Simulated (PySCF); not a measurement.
# BNH2O (SMILES BN=O) at N12-SX-D3(BJ)/3-21G (sfX2C, density fitting with aug-cc-pvtz-jkfit, SS(V)PE dichloromethane)

We compute a structure relaxation of BNH2O. Input form: a Python script.

Program for the calculation: PySCF 2.14.0.

2 further runs of the same task are left out: 2 set aside as unsound or not needed.

### 1 Starting point

The species is BNH2O (5 atoms), meant as a singlet with charge 0. SMILES: `BN=O`. All atoms were displaced at random from a relaxed shape. The run starts from this shape.

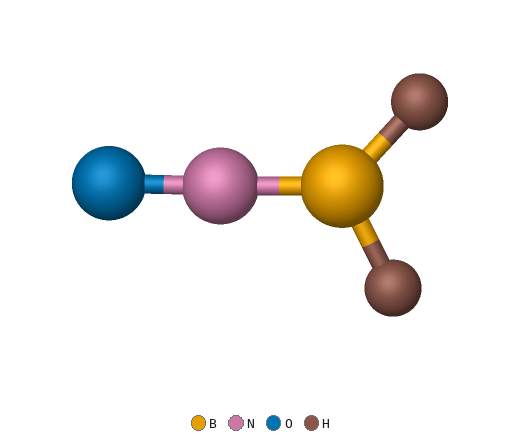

The structure, seen from a chosen angle (boron amber, nitrogen pink, oxygen blue, hydrogen brown).

### 2 A geometry optimisation at N12-SX-D3(BJ)/3-21G (sfX2C, density fitting with aug-cc-pvtz-jkfit, SS(V)PE dichloromethane)

The input, run.py:

```python
from pyscf import gto, dft, solvent
from pyscf.geomopt.geometric_solver import kernel as optimise

molecule = gto.Mole()
molecule.atom = '''
B   -0.222119   0.435653  -0.139325
N    0.474701  -0.514141   0.364786
O    1.122564  -1.369351   0.847989
H   -1.147912   0.103967  -0.835308
H   -0.288754   1.614806   0.117340
'''
molecule.cart = True
molecule.charge = 0
molecule.verbose = 3
molecule.spin = 0
molecule.basis = '3-21g'
molecule.max_memory = 1860
molecule.build()

mf = dft.RKS(molecule)
mf.xc = 'n12-sx'
mf = mf.x2c()
mf = mf.density_fit(auxbasis='aug-cc-pvtz-jkfit')
mf = mf.PCM()
mf.with_solvent.method = 'SS(V)PE'
mf.with_solvent.eps = 8.93  # dichloromethane
mf.disp = 'd3bj'
converged, mol_eq = optimise(mf, maxsteps=50)
print('converged:', converged)
print(mol_eq.tostring())

mf.reset(mol_eq)
molecule = mol_eq
mf.kernel()
energy = mf.e_tot
print('E(%s) = %.9f' % ('N12-SX', energy))
```

Launch:

```bash
OMP_NUM_THREADS=1 python run.py
```

Standard output:

```text
maxiter                   50
----------------------------------------------------------
Custom engine selected.
Bonds will be generated from interatomic distances less than 1.20 times sum of covalent radii
15 internal coordinates being used (instead of 15 Cartesians)
Internal coordinate system (atoms numbered from 1):
Distance 1-2
Distance 1-4
Distance 1-5
Distance 2-3
Angle 2-1-5
Angle 4-1-5
LinearAngleX 1-2-3
LinearAngleY 1-2-3
Out-of-Plane 1-2-4-5
Translation-X 1-5
Translation-Y 1-5
Translation-Z 1-5
Rotation-A 1-5
Rotation-B 1-5
Rotation-C 1-5
> ===== Optimization Info: ====
> Job type: Energy minimization
> Maximum number of optimization cycles: 50
> Initial / maximum trust radius (Angstrom): 0.100 / 0.300
> Convergence Criteria:
> Will converge when all 5 criteria are reached:
>  |Delta-E| < 1.00e-06
>  RMS-Grad  < 3.00e-04
>  Max-Grad  < 4.50e-04
>  RMS-Disp  < 1.20e-03
>  Max-Disp  < 1.80e-03
> === End Optimization Info ===

Geometry optimization cycle 1
Cartesian coordinates (Angstrom)
 Atom        New coordinates             dX        dY        dZ
   B  -0.222119   0.435653  -0.139325    0.000000  0.000000  0.000000
   N   0.474701  -0.514141   0.364786    0.000000  0.000000  0.000000
   O   1.122564  -1.369351   0.847989    0.000000  0.000000  0.000000
   H  -1.147912   0.103967  -0.835308    0.000000  0.000000  0.000000
   H  -0.288754   1.614806   0.117340    0.000000  0.000000  0.000000

WARN: Mole.unit (angstrom) is changed to Bohr

WARN: PCM is an experimental feature. It is still in testing.
Features and APIs may be changed in the future.

converged SCF energy = -155.019166401277
--------------- PCMDFsfX2C1eRKS_Scanner (+PCM) gradients ---------------
         x                y                z
0 B     0.0551393794    -0.0493488960     0.0263396490
1 N    -0.0166920037     0.0054829197    -0.0138493584
2 O    -0.0197563869     0.0294086885    -0.0118435448
3 H    -0.0061277984     0.0042324071     0.0015433485
4 H    -0.0125224612     0.0101369670    -0.0021625224
----------------------------------------------
cycle 1: E = -155.019166401  dE = -155.019  norm(grad) = 0.0915832
Step    0 : Gradient = 4.096e-02/7.855e-02 (rms/max) Energy = -155.0191664013
Hessian Eigenvalues: 4.50000e-02 5.00000e-02 5.00000e-02 ... 2.50000e-01 7.26582e-01 1.17466e+00

Geometry optimization cycle 2
Cartesian coordinates (Angstrom)
 Atom        New coordinates             dX        dY        dZ
   B  -0.356401   0.431789  -0.042016   -0.134282 -0.003864  0.097309
   N   0.451144  -0.509581   0.413687   -0.023557  0.004560  0.048901
   O   1.181058  -1.366132   0.810483    0.058494  0.003219 -0.037506
   H  -1.126097   0.113717  -0.904301    0.021815  0.009750 -0.068993
   H  -0.213015   1.605009   0.076416    0.075739 -0.009797 -0.040924

WARN: PCM is an experimental feature. It is still in testing.
Features and APIs may be changed in the future.

converged SCF energy = -155.024034963087
--------------- PCMDFsfX2C1eRKS_Scanner (+PCM) gradients ---------------
         x                y                z
0 B     0.0095535783    -0.0126210325     0.0236578348
1 N    -0.0043994656    -0.0016901095    -0.0033636136
2 O    -0.0037706066     0.0077096730    -0.0046709982
3 H     0.0017467085     0.0054275701    -0.0054922426
4 H    -0.0032470323     0.0012641245    -0.0102090398
----------------------------------------------
cycle 2: E = -155.024034963  dE = -0.00486856  norm(grad) = 0.0334409
Step    1 : Displace = 9.814e-02/1.657e-01 (rms/max) Trust = 1.000e-01 (=) Grad = 1.496e-02/2.846e-02 (rms/max) E (change) = -155.0240349631 (-4.869e-03) Quality = 0.681
Hessian Eigenvalues: 4.99995e-02 4.99999e-02 5.00000e-02 ... 2.59113e-01 5.98310e-01 1.12774e+00

Geometry optimization cycle 3
Cartesian coordinates (Angstrom)
 Atom        New coordinates             dX        dY        dZ
   B  -0.322736   0.437783  -0.151940    0.033665  0.005993 -0.109924
   N   0.481394  -0.497127   0.397955    0.030251  0.012454 -0.015731
   O   1.179046  -1.360844   0.868173   -0.002012  0.005289  0.057689
   H  -1.192447   0.122661  -0.904517   -0.066349  0.008944 -0.000216
   H  -0.204602   1.570712   0.147240    0.008414 -0.034297  0.070824

WARN: PCM is an experimental feature. It is still in testing.
Features and APIs may be changed in the future.

converged SCF energy = -155.026845539531
--------------- PCMDFsfX2C1eRKS_Scanner (+PCM) gradients ---------------
         x                y                z
0 B    -0.0010306877     0.0071880132    -0.0028031816
1 N     0.0048792918     0.0004313456     0.0042104631
2 O     0.0035941537    -0.0073844473     0.0025891530
3 H    -0.0028703930     0.0049787402    -0.0004137487
4 H    -0.0047795619    -0.0050702029    -0.0036495699
----------------------------------------------
cycle 3: E = -155.02684554  dE = -0.00281058  norm(grad) = 0.0164782
Step    2 : Displace = 7.564e-02/1.145e-01 (rms/max) Trust = 1.000e-01 (=) Grad = 7.369e-03/8.611e-03 (rms/max) E (change) = -155.0268455395 (-2.811e-03) Quality = 0.801
Hessian Eigenvalues: 4.99875e-02 4.99999e-02 5.00000e-02 ... 2.65008e-01 6.59079e-01 1.14550e+00

Geometry optimization cycle 4
Cartesian coordinates (Angstrom)
 Atom        New coordinates             dX        dY        dZ
   B  -0.322663   0.453593  -0.150277    0.000073  0.015810  0.001662
   N   0.467710  -0.492205   0.386230   -0.013684  0.004922 -0.011725
   O   1.163136  -1.355989   0.853642   -0.015910  0.004855 -0.014531
   H  -1.168465   0.067135  -0.892542    0.023982 -0.055525  0.011976
   H  -0.188446   1.593329   0.163562    0.016155  0.022617  0.016321

WARN: PCM is an experimental feature. It is still in testing.
Features and APIs may be changed in the future.

converged SCF energy = -155.027616651899
--------------- PCMDFsfX2C1eRKS_Scanner (+PCM) gradients ---------------
         x                y                z
0 B     0.0002054386     0.0023022995    -0.0025811506
1 N    -0.0010628841     0.0007068438    -0.0007213725
2 O     0.0028437771    -0.0045894679     0.0023263753
3 H    -0.0001353026     0.0005533693     0.0011840391
4 H    -0.0020547033     0.0011778962    -0.0002753168
----------------------------------------------
cycle 4: E = -155.027616652  dE = -0.000771112  norm(grad) = 0.00749191
Step    3 : Displace = 3.430e-02/5.809e-02 (rms/max) Trust = 1.414e-01 (+) Grad = 3.350e-03/5.879e-03 (rms/max) E (change) = -155.0276166519 (-7.711e-04) Quality = 1.111
Hessian Eigenvalues: 4.97840e-02 4.99998e-02 5.00000e-02 ... 2.80002e-01 5.72944e-01 1.11750e+00

Geometry optimization cycle 5
Cartesian coordinates (Angstrom)
 Atom        New coordinates             dX        dY        dZ
   B  -0.337140   0.443382  -0.139943   -0.014478 -0.010211  0.010335
   N   0.463080  -0.491856   0.388009   -0.004631  0.000349  0.001779
   O   1.173395  -1.340818   0.851406    0.010260  0.015171 -0.002236
   H  -1.169279   0.065224  -0.904096   -0.000813 -0.001911 -0.011555
   H  -0.164818   1.579532   0.170088    0.023628 -0.013797  0.006526

WARN: PCM is an experimental feature. It is still in testing.
Features and APIs may be changed in the future.

converged SCF energy = -155.027789594467
--------------- PCMDFsfX2C1eRKS_Scanner (+PCM) gradients ---------------
         x                y                z
0 B     0.0007140517    -0.0009855404     0.0011696771
1 N    -0.0011911685     0.0017092466    -0.0006086048
2 O     0.0006180149    -0.0012856483     0.0002095645
3 H    -0.0001388514    -0.0001396648    -0.0004619131
4 H    -0.0002024032     0.0008365720    -0.0003590222
----------------------------------------------
cycle 5: E = -155.027789594  dE = -0.000172943  norm(grad) = 0.00328035
Step    4 : Displace = 1.810e-02/2.541e-02 (rms/max) Trust = 2.000e-01 (+) Grad = 1.467e-03/2.170e-03 (rms/max) E (change) = -155.0277895945 (-1.729e-04) Quality = 1.042
Hessian Eigenvalues: 4.83720e-02 4.99997e-02 5.00000e-02 ... 2.75132e-01 5.93403e-01 1.08330e+00

Geometry optimization cycle 6
Cartesian coordinates (Angstrom)
 Atom        New coordinates             dX        dY        dZ
   B  -0.336872   0.439326  -0.143776    0.000269 -0.004056 -0.003833
   N   0.465342  -0.493671   0.386372    0.002263 -0.001815 -0.001637
   O   1.179495  -1.335345   0.855035    0.006100  0.005473  0.003629
   H  -1.172060   0.066028  -0.905302   -0.002781  0.000803 -0.001205
   H  -0.157592   1.570287   0.176555    0.007226 -0.009244  0.006467

WARN: PCM is an experimental feature. It is still in testing.
Features and APIs may be changed in the future.

converged SCF energy = -155.027811466003
--------------- PCMDFsfX2C1eRKS_Scanner (+PCM) gradients ---------------
         x                y                z
0 B     0.0002012851    -0.0001919734     0.0004194511
1 N    -0.0003589934     0.0009915109    -0.0000495685
2 O     0.0000264029    -0.0004876912    -0.0000653025
3 H    -0.0000382669    -0.0000981767    -0.0001869960
4 H    -0.0000299151    -0.0000779006    -0.0001639364
----------------------------------------------
cycle 6: E = -155.027811466  dE = -2.18715e-05  norm(grad) = 0.00130017
Step    5 : Displace = 7.112e-03/1.069e-02 (rms/max) Trust = 2.828e-01 (+) Grad = 5.815e-04/1.056e-03 (rms/max) E (change) = -155.0278114660 (-2.187e-05) Quality = 1.271
Hessian Eigenvalues: 3.81703e-02 4.99992e-02 5.00000e-02 ... 2.93435e-01 5.88074e-01 1.06866e+00

Geometry optimization cycle 7
Cartesian coordinates (Angstrom)
 Atom        New coordinates             dX        dY        dZ
   B  -0.334666   0.434309  -0.145616    0.002206 -0.005016 -0.001840
   N   0.469430  -0.497565   0.384912    0.004088 -0.003894 -0.001461
   O   1.187888  -1.332419   0.857826    0.008393  0.002926  0.002791
   H  -1.172947   0.065997  -0.905097   -0.000887 -0.000031  0.000205
   H  -0.152214   1.563246   0.181448    0.005378 -0.007042  0.004892

WARN: PCM is an experimental feature. It is still in testing.
Features and APIs may be changed in the future.

converged SCF energy = -155.027816369159
--------------- PCMDFsfX2C1eRKS_Scanner (+PCM) gradients ---------------
         x                y                z
0 B    -0.0001035563     0.0000003833    -0.0001207723
1 N     0.0002040554     0.0000677390     0.0002488676
2 O    -0.0003127783     0.0001530109    -0.0001719257
3 H    -0.0000139407     0.0000140113    -0.0000144768
4 H     0.0000279514    -0.0000980503     0.0000162330
----------------------------------------------
cycle 7: E = -155.027816369  dE = -4.90316e-06  norm(grad) = 0.000543629
Step    6 : Displace = 5.062e-03/6.175e-03 (rms/max) Trust = 3.000e-01 (+) Grad = 2.431e-04/3.883e-04 (rms/max) E (change) = -155.0278163692 (-4.903e-06) Quality = 0.808
Hessian Eigenvalues: 2.49440e-02 4.99978e-02 4.99999e-02 ... 2.91343e-01 5.78776e-01 1.11152e+00

Geometry optimization cycle 8
Cartesian coordinates (Angstrom)
 Atom        New coordinates             dX        dY        dZ
   B  -0.331860   0.430731  -0.145043    0.002806 -0.003579  0.000573
   N   0.473728  -0.500792   0.384278    0.004298 -0.003227 -0.000634
   O   1.195023  -1.332580   0.858204    0.007135 -0.000161  0.000378
   H  -1.171372   0.063913  -0.903608    0.001575 -0.002084  0.001489
   H  -0.149250   1.559367   0.183786    0.002963 -0.003879  0.002339

WARN: PCM is an experimental feature. It is still in testing.
Features and APIs may be changed in the future.

converged SCF energy = -155.027816453167
--------------- PCMDFsfX2C1eRKS_Scanner (+PCM) gradients ---------------
         x                y                z
0 B    -0.0001467633     0.0000972532    -0.0001996566
1 N     0.0002142834    -0.0002746022     0.0001866171
2 O    -0.0002761042     0.0002869447    -0.0000974869
3 H    -0.0000042595     0.0000550686     0.0000275061
4 H     0.0000153039    -0.0000279044     0.0000433222
----------------------------------------------
cycle 8: E = -155.027816453  dE = -8.40075e-08  norm(grad) = 0.000633862
Step    7 : Displace = 1.660e-03/2.179e-03 (rms/max) Trust = 3.000e-01 (=) Grad = 2.835e-04/4.100e-04 (rms/max) E (change) = -155.0278164532 (-8.401e-08) Quality = 0.051
Hessian Eigenvalues: 7.71124e-03 4.99907e-02 5.00000e-02 ... 2.99786e-01 5.96963e-01 1.08890e+00

Geometry optimization cycle 9
Cartesian coordinates (Angstrom)
 Atom        New coordinates             dX        dY        dZ
   B  -0.327558   0.426294  -0.143230    0.004302 -0.004437  0.001813
   N   0.480167  -0.504727   0.383902    0.006439 -0.003935 -0.000376
   O   1.204497  -1.334344   0.857431    0.009474 -0.001764 -0.000773
   H  -1.167989   0.059743  -0.900886    0.003383 -0.004170  0.002722
   H  -0.146022   1.555160   0.186061    0.003228 -0.004206  0.002274

WARN: PCM is an experimental feature. It is still in testing.
Features and APIs may be changed in the future.

converged SCF energy = -155.027816151773
--------------- PCMDFsfX2C1eRKS_Scanner (+PCM) gradients ---------------
         x                y                z
0 B    -0.0001125521     0.0001540774    -0.0001440302
1 N     0.0000234231    -0.0003728063    -0.0000052501
2 O    -0.0000834155     0.0002115010     0.0000597808
3 H    -0.0000084178     0.0000770515     0.0000238948
4 H    -0.0000157438     0.0000654889     0.0000280081
----------------------------------------------
cycle 9: E = -155.027816152  dE = 3.01394e-07  norm(grad) = 0.00051369
Step    8 : Displace = 8.178e-04/1.107e-03 (rms/max) Trust = 8.300e-04 (-) Grad = 2.297e-04/3.736e-04 (rms/max) E (change) = -155.0278161518 (+3.014e-07) Quality = -0.111
Hessian Eigenvalues: 7.71124e-03 4.99907e-02 5.00000e-02 ... 2.99786e-01 5.96963e-01 1.08890e+00
Converged! =D

converged: True
B          -0.32755839        0.42629400       -0.14322970
N           0.48016696       -0.50472671        0.38390194
O           1.20449681       -1.33434437        0.85743127
H          -1.16798870        0.05974253       -0.90088603
H          -0.14602199        1.55516023        0.18606061

WARN: PCM is an experimental feature. It is still in testing.
Features and APIs may be changed in the future.

converged SCF energy = -155.027816151768
E(N12-SX) = -155.027816152
```

Run time: 35 s. Hardware: 1 thread of Intel Xeon at 2.80GHz (Skylake/Cascade Lake), shared host; peak memory 0.41 GiB.

The path in brief:

```tsv
step	energy from the first frame kept (eV)	largest force (eV/Å)
0	0.0000	4.0390
1	-0.1325	1.4637
2	-0.2090	0.4428
3	-0.2299	0.3023
4	-0.2346	0.1116
5	-0.2352	0.0543
6	-0.2354	0.0200
7	-0.2354	0.0211
8	-0.2354	0.0192
```

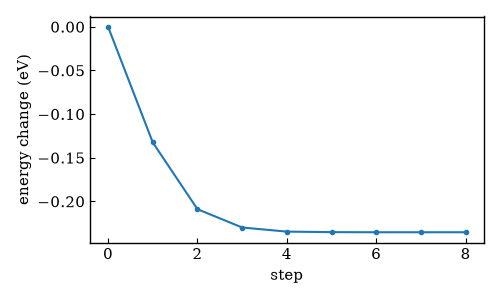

Energy along the run.

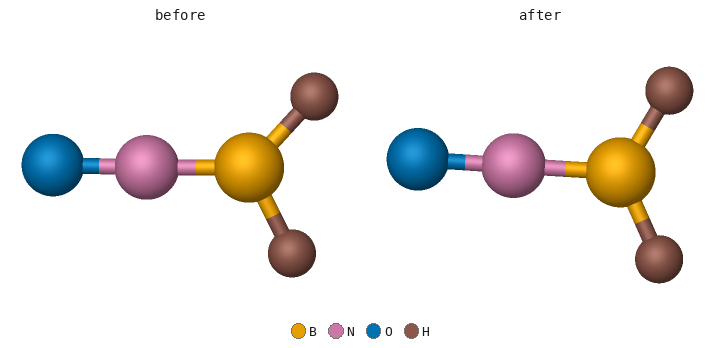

Before and after, at one scale.

After the run. Bond lengths: B1–N2 1.341 Å, N2–O3 1.199 Å, B1–H4 1.189 Å, B1–H5 1.190 Å. Angles: B1–N2–O3 179.8°, N2–B1–H4 117.5°, N2–B1–H5 117.3°, H4–B1–H5 125.2°.

### 3 What came out

At N12-SX-D3(BJ)/3-21G (sfX2C, density fitting with aug-cc-pvtz-jkfit, SS(V)PE dichloromethane):

| quantity | value |
| --- | --- |
| total energy at the end | -155.02782 Eh |
| dipole moment | 0.55 D |
| HOMO energy | -6.45 eV |
| LUMO energy | -3.41 eV |
| HOMO–LUMO gap | 3.05 eV |
| dispersion energy | -3.59 kJ/mol |
| solvent term in the energy | -3.0 kJ/mol |

What this shows: At the final geometry: Bond lengths: B1–N2 1.341 Å, N2–O3 1.199 Å, B1–H4 1.189 Å, B1–H5 1.190 Å. Angles: B1–N2–O3 179.8°, N2–B1–H4 117.5°, N2–B1–H5 117.3°, H4–B1–H5 125.2°. The optimisation took 8 steps and changed the energy by -0.235 eV.
